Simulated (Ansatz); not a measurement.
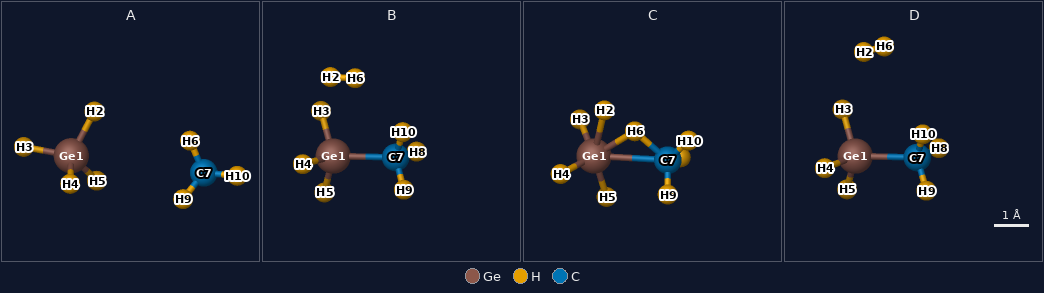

4 geometries from a converged minimum-energy path of CH8Ge, made up of GeH4 and CH₄, shuffled. A ball-and-stick model, seen from a free direction.

Method: RKS PBE0/def2-TZVP (Ansatz 0.2.0). Run with 5 movable images; climbing image; force threshold 0.03 eV/Å; iteration limit 60; starting path through a guess of the saddle point.

Q: One of them is the converged climbing image. Which?

A: C. In order along the path, whose images run from 0 to 6: A (image 0, 0.0 kJ/mol), C (image 3, +363.4 kJ/mol), B (image 5, +47.0 kJ/mol), D (image 6, +44.8 kJ/mol). Breaking: Ge1–H2 (1.53 → 1.86 at the top → 3.72 Å), H6–C7 (1.09 → 1.39 at the top → 3.94 Å). Forming: Ge1–C7 (4.15 → 2.29 at the top → 1.95 Å), H2–H6 (3.17 → 1.14 at the top → 0.75 Å).

Limits of the set-up: the start holds two separate molecules, 3.2 Å apart at their closest, whose relative position is a soft coordinate and is computed without a dispersion correction.

The run took 4.7 min on 4 threads of Arm Neoverse N1, with other jobs on the host, peak memory 0.29 GiB.
